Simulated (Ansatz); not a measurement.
**B3LYP/def2-SVP (core potential) run of SnNH4Cl (SMILES [NH2][SnH2][Cl])**

What is the electronic atomisation energy of SnNH4Cl at B3LYP/def2-SVP (core potential)? 

Program for the calculation: Ansatz 0.2.0.

59 further runs of the same task are left out: 1 that didn't finish, 58 set aside as unsound or not needed.

## 1. The structure to begin with

SnNH4Cl: 7 atoms, total charge 0, spin state singlet. SMILES: `[NH2][SnH2][Cl]`. Geometry: relaxed at PBE0-D4/def2-TZVP. This is one conformer, not always the lowest.

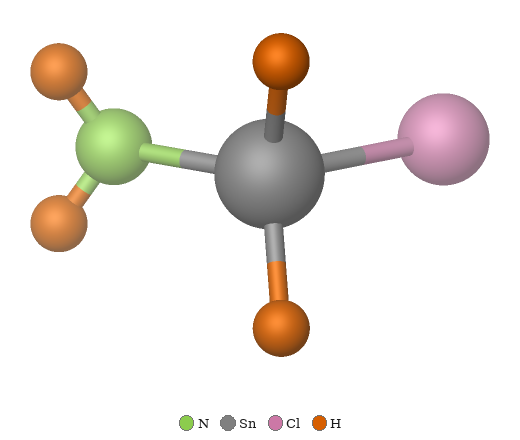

Viewed from a chosen angle; nitrogen green, tin grey, chlorine pink, hydrogen orange.

## 2. A single-point energy at B3LYP/def2-SVP (core potential)

The input, input.yaml:

```yaml
crystal:
  periodic: [false, false, false]
  atoms:
    - {symbol: "N", position_ang: [-0.972800, -0.020100, -0.835200]}
    - {symbol: Sn, position_ang: [0.562300, 0.041400, 0.449100]}
    - {symbol: Cl, position_ang: [0.846400, -2.133500, 1.251000]}
    - {symbol: H, position_ang: [-1.803500, 0.485500, -0.566500]}
    - {symbol: H, position_ang: [-0.756400, 0.165200, -1.803000]}
    - {symbol: H, position_ang: [0.172800, 0.976800, 1.814600]}
    - {symbol: H, position_ang: [2.012400, 0.416800, -0.355700]}
basis:
  gaussian:
    orbitals: def2-SVP
total_charge: 0
hamiltonian:
  xc: {name: B3LYP}
accuracy: high
output: {orbitals: {seedname: orbitals}}
```

The run is started by

```bash
$ ansatz run input.yaml --threads 1 --pin off --max-ram 3480MiB --events-out events.jsonl --progress --plain --runs-dir runs
```

The log of the run:

```text
Warning: RAYON_NUM_THREADS=1 ignored (pool sized by the plan → 1); use --threads N
Functional definition: B3LYP
  name "B3LYP"
  parameter a0 = 0.2
  parameter ax = 0.72
  parameter ac = 0.81
  exchange = (1 - a0 - ax)*slater_x + ax*b88_x + a0*exact_x
  correlation = (1 - ac)*vwn_rpa_c + ac*lyp_c
1811 factors; integrals over basis functions are off by at most 3.6e-9 eV
mean field evaluation 1: about -19900.2298 eV, gradient 5.8e1 eV
mean field evaluation 2: about -19872.0107 eV, gradient 1.1e2 eV
mean field evaluation 4: about -19907.0169 eV, gradient 6.0e0 eV
mean field evaluation 8: about -19907.1952 eV, gradient 1.4e-1 eV
mean field evaluation 16: about -19907.1953 eV, gradient 1.1e-5 eV
mean field -19907.19528521 eV, -731.5759331499 hartree, gradient 8.4e-8 eV, S^2 0.000000; 0 other end points of the search recorded, 0 dependent functions left out
reference -19907.19532463 eV, -731.5759345985 hartree; 25, 25 occupied and 53, 53 virtual orbitals, 1811 factors
Total energy: -19907.19532463 eV, -731.5759345985 hartree
```

Wall time 3 s (1 thread of AMD EPYC 9R45 (Zen 5), shared host); peak memory 0.27 GiB.

## 3. The Cl atom, same level

The input, job.yaml:

```yaml
crystal:
  periodic: [false, false, false]
  atoms:
    - {symbol: Cl, position_ang: [0.000000, 0.000000, 0.000000]}
basis:
  gaussian: {orbitals: def2-SVP}
total_charge: 0
magnetization: {spin_polarized: true, initial_magnetization: 1}
hamiltonian: {xc: {name: B3LYP}}
accuracy: high
```

Run the same way, it converges to -460.00600 Eh (log not shown).

## 4. The H atom

The input, molecule.yaml:

```yaml
crystal:
  periodic: [false, false, false]
  atoms:
    - symbol: H
      position_ang: [0.000000, 0.000000, 0.000000]
basis:
  gaussian: {orbitals: def2-SVP}
magnetization: {spin_polarized: true, initial_magnetization: 1}
hamiltonian: {xc: {name: B3LYP}}
accuracy: high
```

Run the same way, it converges to -0.50126 Eh (log not shown).

## 5. The N atom, same level

The input, molecule.yaml:

```yaml
crystal:
  periodic: [false, false, false]
  atoms:
    - {symbol: "N", position_ang: [0.000000, 0.000000, 0.000000]}
basis:
  gaussian:
    orbitals: def2-SVP
magnetization:
  spin_polarized: true
  initial_magnetization: 3
hamiltonian:
  xc: {name: B3LYP}
accuracy: high
```

Run the same way, it converges to -54.53778 Eh (log not shown).

## 6. The Sn atom at the same level

The input, molecule.yaml:

```yaml
crystal:
  periodic: [false, false, false]
  atoms:
    - {symbol: Sn, position_ang: [0.000000, 0.000000, 0.000000]}
basis:
  gaussian: {orbitals: def2-SVP}
accuracy: high
hamiltonian: {xc: {name: B3LYP}}
magnetization: {spin_polarized: true, initial_magnetization: 2}
```

Run the same way, it converges to -214.32235 Eh (log not shown).

## 7. Outcome

At B3LYP/def2-SVP (core potential):

| quantity | value |
| --- | --- |
| molecule: total energy | -731.57593 Eh |
| molecule: HOMO energy | -7.08 eV |
| molecule: LUMO energy | -0.35 eV |
| molecule: HOMO–LUMO gap | 6.72 eV |
| Cl atom: total energy | -460.00600 Eh |
| Cl atom: ⟨S²⟩ | 0.752 |
| H atom: total energy | -0.50126 Eh |
| H atom: ⟨S²⟩ | 0.750 |
| N atom: total energy | -54.53778 Eh |
| N atom: ⟨S²⟩ | 3.753 |
| Sn atom: total energy | -214.32235 Eh |
| Sn atom: ⟨S²⟩ | 2.002 |
| electronic atomisation energy | 19.177 eV |

What this shows: Taking the molecule apart into free atoms costs 19.18 eV (1850 kJ/mol), before zero-point energy and without spin-orbit coupling.
